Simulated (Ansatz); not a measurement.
## SiO2 (P3_221): G0W0 under other settings

Aim: change settings of a G0W0 run on SiO2 (P3_221) and see what moves.

Calculated with Ansatz 0.2.0; G0W0 on PBE, plane waves, PAW; PAW set soft_1.

### Step 1. The starting structure

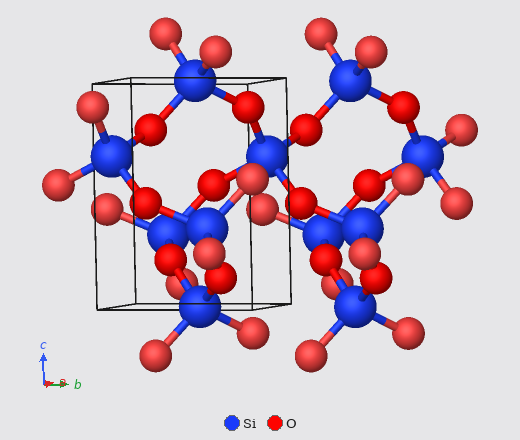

The cell as given, slightly off an axis (silicon blue, oxygen red). 1×2×1 cells are drawn. Some periodic images of atoms are drawn too.

The cell and positions come from the Crystallography Open Database and are kept as given unless a step says otherwise.

### Step 2. The base run: 6×6×4 mesh, 288 empty bands, screening to 108 eV, PAW set soft_1 files

Now the one-shot GW correction: screening in the RPA, then the self-energy of the levels asked for. This step takes PAW set soft_1 files.

input.yaml reads:

```yaml
crystal:
  lattice:
    - [4.91636, 0.0, 0.0]
    - [-2.45818, 4.2576926541, 0.0]
    - [0.0, 0.0, 5.4084]
  atoms:
    - { symbol: Si, position: [0.46973, 0.0, 0.6666666667] }
    - { symbol: Si, position: [0.0, 0.46973, 0.3333333333] }
    - { symbol: Si, position: [0.53027, 0.53027, 0.0] }
    - { symbol: O, position: [0.41354, 0.26758, 0.78558] }
    - { symbol: O, position: [0.73242, 0.14596, 0.4522466667] }
    - { symbol: O, position: [0.85404, 0.58646, 0.1189133333] }
    - { symbol: O, position: [0.26758, 0.41354, 0.21442] }
    - { symbol: O, position: [0.14596, 0.73242, 0.5477533333] }
    - { symbol: O, position: [0.58646, 0.85404, 0.8810866667] }
kpoints:
  mp_grid: { grid: [6, 6, 4] }
hamiltonian:
  xc: pbe
  pseudopotentials: { kind: paw, azcp: { folder: soft_1 } }
scf:
  occupations: { method: fixed }
gw:
  n_empty_bands: 288
  ecut_chi: 108
  qp_bands: [v3, c3]
  qp_kpoints: band_edges
  screening: { model: contour_deformation }
```

Command:

```sh
$ ansatz run input.yaml --threads 3 --pin off --max-ram 92160MiB --backend cuda --events-out ev --progress --plain --runs-dir out --devices 1 --max-vram 13GiB
```

Numbers of over 12 decimals in the logs are rounded to 6 here.

The program printed:

```text
GPUs: using 1 of 1 available (devices: 1).
Engine: ansatz 0.2.0, x86_64-unknown-linux-gnu
Pseudopotentials: kind: paw
Pseudopotential: Si, paw, valence charge 4, recommended cutoff 420 eV (normal), soft_1/Si.paw.azcp
Pseudopotential: O, paw, valence charge 6, recommended cutoff 420 eV (normal), soft_1/O.paw.azcp
Functional definition: PBE
  parameter kappa = 0.804
  parameter beta = 0.066725
  exchange = pbe_x(kappa = kappa, mu = beta*pi^2/3)
  correlation = pbe_c(beta = beta)
device memory: the entry about to start is reckoned to put 1.3 GiB on a device that reports 64.2 GiB free (of which the cap on the GPU budget leaves the run 13.0 GiB)
GPU FFT provider: cuFFT
GPU libraries: cuBLAS 13.8.2, cuFFT 12.4.0, cuSOLVER 12.3.4
Crystal: 9 atoms, lattice volume = 113.211 Å³
Basis set: ecut = 420 eV, 2209 PW (Γ)
Bands: 33, of which v1, the nominal top of the filled ones, is band 24 counted from 1 (23 counted from 0)
Symmetry: 6 space group operations
Space group: P3221 (ITA 154), of the structure as read, at distance tolerance 4.8e-5 Å
k-points: 24 of 144 (time reversal used)
Non-local potential: Si, projectors of the file, l = 0: 2, l = 1: 2, l = 2: 1
Non-local potential: O, projectors of the file, l = 0: 2, l = 1: 2, l = 2: 1
PAW form: soft (Blöchl's): semilocal exchange-correlation on the pseudo side does not see the compensation charge
PAW one-centre angular grid: Si, 110 points (default); XC on 64 Gauss nodes
PAW one-centre angular grid: O, 110 points (default); XC on 64 Gauss nodes
Initial density: superposition of atomic densities (chi_scale 0.1, normalization cell, long waves kept (reshape's long-wave potential 0.01 eV rms))
Initial wavefunctions: pseudopotential atomic-orbital guess
GPU buffer pool allocated for 51840 grid points (all kernels)
GPU transforms: local potential and band sums: pruned to the plane-wave sphere, on 36×36×40
Functional: x = pbe(κ = 0.804, μ = 0.219515), c = pbe(β = 0.066725)
SCF iter   1: F=—  HF=-5327.301246 eV  |F-HF|=—  |Δ(HF+E_count)|=         —  Δρ=1.35e-1  dr2=1.82e1  ethr=3.10e-3  ⟨swp⟩=4.8  Hψ=3624  notcnv=0  defer=143
preconditioner: auto → Resta (q_TF=auto, 2.365 Å⁻¹)  ε∞=2.8  [insulator: Δε(μ)=7.394 eV  Ē_g=18.254 eV  n_scr=22 (ndim 8)  ℏωp=24.2 eV  f_vac=0.003  ε∞_Penn≈2.8]
SCF iter   2: F=—  HF=-5322.205491 eV  |F-HF|=—  |Δ(HF+E_count)|=    5.10e0  Δρ=4.35e-2  dr2=9.27e-1  ethr=3.10e-3  ⟨swp⟩=3.7  Hψ=2149  notcnv=0  defer=135
SCF iter   3: F=—  HF=-5322.143648 eV  |F-HF|=—  |Δ(HF+E_count)|=   6.18e-2  Δρ=2.16e-2  dr2=2.92e-1  ethr=1.93e-3  ⟨swp⟩=2.0  Hψ=820  notcnv=0  defer=162
SCF iter   4: F=—  HF=-5322.162607 eV  |F-HF|=—  |Δ(HF+E_count)|=   1.90e-2  Δρ=1.67e-3  dr2=2.39e-3  ethr=6.07e-4  ⟨swp⟩=3.0  Hψ=1398  notcnv=0  defer=160
[...]
E_band       = -206.884222
  E_kinetic    = 1169.978851
  E_local      = -2935.002211  (includes V_loc(G=0)·N_el)
  E_nonlocal   = 381.266300
  E_hartree    = 1074.942051
  E_xc         = -603.969359
  E_vxc        = -698.103937  (∫ρ·V_xc dr)
  E_paw        = -2519.090109  (= ΣΔE_a)
  E_vpaw       = -274.911463  (= ΣTr[D̂ρ^β])
  E_aug_tail   = 0.005008  (compensation charges beyond the density's cutoff)
  E_ewald      = -1890.297640
  E_smearing   = -0.000000  (= −TS)
  E_closure    = -0.000000  (closes the sum)
  Σ components = -5322.167110   (vs F -5322.167110, Δ=0.00e0)
--- Band table (eV; the first three rows and the last of 24) ---
  k-point 0: bands = [... 20 lower, 1.5021, 1.8187, 2.1901, 2.1901, 8.4978, 11.8262, 11.8262, 12.2813, ... 5 higher]
  k-point 1: bands = [... 20 lower, 1.4313, 1.9706, 2.2799, 2.4090, 9.0967, 11.6629, 11.7571, 11.7824, ... 5 higher]
  k-point 2: bands = [... 20 lower, 1.3000, 2.2895, 2.2895, 2.4143, 10.4511, 10.4511, 11.5718, 12.2627, ... 5 higher]
  k-point 23: bands = [... 20 lower, 1.5720, 1.7429, 1.9221, 1.9221, 11.5196, 12.3043, 12.3043, 12.6082, ... 5 higher]
--- G₀W₀: contour deformation, 5 samples at zero and on the imaginary axis and 2 off it, 144 q-points, 288 empty bands' worth ---
  eigenvalues of the whole cell's RPA ε∞ on this k-mesh (on a slab, of 1 + 4πα/V) = 2.3470, 2.3470, 2.3763; static W/v taken at q = 0 is 0.423893
  gw.qp_kpoints: band_edges: 23 of 24 stored k-points solved, in 1 pass; an edge of the gap read off the rows below is read off those points alone
    valence top: of the k-points left out ik 23 came nearest to being solved in a further pass, in band 24 (counted from 1, as in the quasiparticle table): it holds the edge there only if its correction is more favourable than any solved in that band by at least 0.583 eV; those differ by 0.066 eV
    conduction bottom: of the k-points left out ik 23 came nearest to being solved in a further pass, in band 25 (counted from 1, as in the quasiparticle table): it holds the edge there only if its correction is more favourable than any solved in that band by at least 3.022 eV; those differ by 0.742 eV
    ik  band        ε_KS         Σx   Σc(E_QP)       V_xc       Z   E_QP_lin       E_QP  E_QP is
     0    22      1.8187   -26.3950     4.3405   -20.3059  0.8077     0.0443     0.0701  root
     0    23      2.1901   -26.2848     4.2615   -20.3197  0.8093     0.4629     0.4866  root
     0    24      2.1901   -26.2848     4.2615   -20.3197  0.8093     0.4629     0.4866  root
     0    25      8.4978    -7.8425    -3.4031   -12.4215  0.8680     9.6805     9.6738  root
     0    26     11.8262    -6.6342    -3.8547   -11.9634  0.8592    13.3137    13.3007  root
     0    27     11.8262    -6.6342    -3.8547   -11.9634  0.8592    13.3137    13.3007  root
     1    22      1.9706   -26.5007     4.3302   -20.4459  0.8081     0.2213     0.2461  root
     1    23      2.2799   -26.5713     4.3040   -20.5773  0.8087     0.5666     0.5899  root
[...]
22    24      2.3069   -26.5837     4.2832   -20.6233  0.8092     0.6071     0.6297  root
    22    25     11.4367    -9.8986    -4.0159   -15.7698  0.8487    13.3136    13.2919  root
    22    26     11.7413    -7.2968    -3.6437   -12.3425  0.8580    13.1552    13.1433  root
    22    27     12.1141    -8.5217    -3.7320   -13.8755  0.8514    13.7524    13.7359  root
[key lines of the parts left out:]
SCF converged after 8 iterations
Free energy (F): -5322.167110 eV
Fermi energy:    2.505009 eV
```

Elapsed: 53 s, on 1 × NVIDIA H100 80GB HBM3 (shared by 6 runs) with 3 threads of AMD EPYC 7R13 (Zen 3), shared host; peak memory 1.7 GiB.

Numbers from this step:

```
bands summed                                 : 312
RPA ε∞ on this mesh (eigenvalues)            : 2.347, 2.347, 2.376
plane waves in the screening matrix          : 303
q-points in the mesh                         : 144
G0W0 gap on the mesh                         : 8.806 eV
k of the valence top                         : 0.3333, 0.3333, 0
k of the conduction bottom                   : 0, 0, 0
starting gap on the mesh                     : 5.993 eV
Z at the valence top                         : 0.8096
Z at the conduction bottom                   : 0.8680
least direct G0W0 gap on the computed points : 9.187 eV
```

The gap on the mesh goes from 5.99 eV to 8.81 eV, a correction of +2.81 eV. Between the two edge states, bare exchange in place of the xc potential would open the gap by 10.50 eV, and correlation takes back 7.68 eV.

### Step 3. Variant: larger pair-density box

input.yaml, as its differences from that of step 2:

```diff
@@ -16,3 +16,3 @@
 kpoints:
-  mp_grid: { grid: [6, 6, 4] }
+  mp_grid: { grid: [6, 6, 2] }
 hamiltonian:
@@ -23,4 +23,4 @@
 gw:
-  n_empty_bands: 288
-  ecut_chi: 108
+  n_empty_bands: 257
+  ecut_chi: 100
   qp_bands: [v3, c3]
@@ -28 +28,2 @@
   screening: { model: contour_deformation }
+  ecutfock_ratio: 2
```

The program printed:

```text
GPUs: using 1 of 1 available (devices: 1).
[...]
GPU FFT provider: cuFFT
GPU libraries: cuBLAS 13.8.2, cuFFT 12.4.0, cuSOLVER 12.3.4
Crystal: 9 atoms, lattice volume = 113.211 Å³
Basis set: ecut = 420 eV, 2209 PW (Γ)
Bands: 33, of which v1, the nominal top of the filled ones, is band 24 counted from 1 (23 counted from 0)
[... 1 set-up line as in the run before ...]
[...]
k-points: 14 of 72 (time reversal used)
[...]
GPU buffer pool allocated for 51840 grid points (all kernels)
[...]
SCF iter   1: F=—  HF=-5327.299103 eV  |F-HF|=—  |Δ(HF+E_count)|=         —  Δρ=1.35e-1  dr2=1.83e1  ethr=3.10e-3  ⟨swp⟩=5.0  Hψ=1980  notcnv=0  defer=81
[...]
SCF iter   8: F=-5322.167163 eV  HF=-5322.167163 eV  |F-HF|=9.52e-9  |Δ(HF+E_count)|=   4.61e-7  Δρ=2.27e-6  dr2=6.07e-9  ethr=2.08e-10  ⟨swp⟩=14.0  Hψ=2514  notcnv=0
SCF 1 converged in 8 iterations: F = -5322.167163 eV  dr2 = 6.07e-9
[...]
NSCF: frozen V_eff on 14 k-points
[...]
G₀W₀ screening: q 1/14
[... further progress lines ...]
SCF converged after 8 iterations
Free energy (F): -5322.167163 eV
[...]
Internal energy: -5322.167163 eV  (E = F + TS)
E sigma→0 (E₀):  -5322.167163 eV
Fermi energy:    2.504983 eV
[...]
--- Band table (eV; the first three rows and the last of 14) ---
  k-point 0: bands = [... 20 lower, 1.5021, 1.8187, 2.1901, 2.1901, 8.4979, 11.8262, 11.8262, 12.2814, ... 5 higher]
  k-point 1: bands = [... 20 lower, 1.3000, 2.2895, 2.2895, 2.4143, 10.4511, 10.4511, 11.5719, 12.2627, ... 5 higher]
  k-point 2: bands = [... 20 lower, 1.5038, 1.7222, 2.2444, 2.2796, 8.9222, 11.8024, 11.8643, 12.3207, ... 5 higher]
  k-point 13: bands = [... 20 lower, 1.5719, 1.7429, 1.9221, 1.9221, 11.5196, 12.3044, 12.3044, 12.6082, ... 5 higher]
[...]
bands read: the sum over 281 bands ends inside a degenerate multiplet in 1 slot, whose members it reads at an even weight; the widest, k=1: bands 281 to 282 (counted from 1) at 1/2 each
[...]
0    22      1.8187   -26.3914     4.3747   -20.3059  0.8083     0.0833     0.1080  root
     0    23      2.1901   -26.2909     4.3040   -20.3197  0.8097     0.5002     0.5230  root
     0    24      2.1901   -26.2909     4.3040   -20.3197  0.8097     0.5002     0.5230  root
     0    25      8.4979    -7.8376    -3.4039   -12.4215  0.8682     9.6847     9.6779  root
     0    26     11.8262    -6.6312    -3.8375   -11.9634  0.8592    13.3345    13.3210  root
     0    27     11.8262    -6.6312    -3.8375   -11.9634  0.8592    13.3345    13.3210  root
     1    22      2.2895   -26.7741     4.3575   -20.7817  0.8093     0.6330     0.6546  root
     1    23      2.2895   -26.7741     4.3575   -20.7817  0.8093     0.6330     0.6546  root
[...]
13    24      1.9221   -26.1727     4.3400   -20.1246  0.8087     0.1895     0.2140  root
    13    25     11.5196   -10.8110    -4.2445   -17.1431  0.8461    13.6357    13.6072  root
    13    26     12.3044    -7.1065    -3.7360   -12.3368  0.8571    13.8125    13.7986  root
    13    27     12.3044    -7.1065    -3.7360   -12.3368  0.8571    13.8125    13.7986  root
```

The job ended after 33 s (1 × NVIDIA H100 80GB HBM3 (shared by 6 runs) with 3 threads; peak memory 1.3 GiB).

The G0W0 gap on the mesh is 8.772 eV.

Against the base:

```csv
setting,base,variant
mesh,6×6×4,6×6×2
empty bands,288,257
screening cutoff (eV),108,100
ecutfock ratio,-,2
```

```csv
quantity,variant,base
starting gap on the mesh,5.993,5.993
G0W0 gap on the mesh,8.772,8.806
least direct G0W0 gap on the computed points,9.155,9.187
Z at the valence top,0.810,0.810
Z at the conduction bottom,0.868,0.868
```

### Step 4. What came out

| Item | Value |
| --- | --- |
| base | 8.81 eV, 53 s |
| larger pair-density box | 8.77 eV, 33 s |

In words: Larger pair-density box: the gap moves by −0.03 eV. The variant differs from the base in mesh, empty bands, screening cutoff and ecutfock ratio together, so the change can't be laid to one of them. All runs here use a coarse mesh and modest cutoffs; they test settings and are not final values.

[Paths, hosts, dates, memory and timing lines, banners, echoed tables and standing remarks are left out of the program output.]

[Logs are printed without paths, hosts, clocks, repeated set-up lines and the standing remarks that a program may print on its own settings, such as how far it seeks lower states.]

[Runs of the session that timed out or met a known fault of the program may be left out.]

[Cells called generated may have been cut or substituted from an entry of the Crystallography Open Database or the Materials Project.]

[Hosts, paths, dates, database ids (printed as entryN), source tags and the programs' standing remarks are cut or masked in the printed files.]
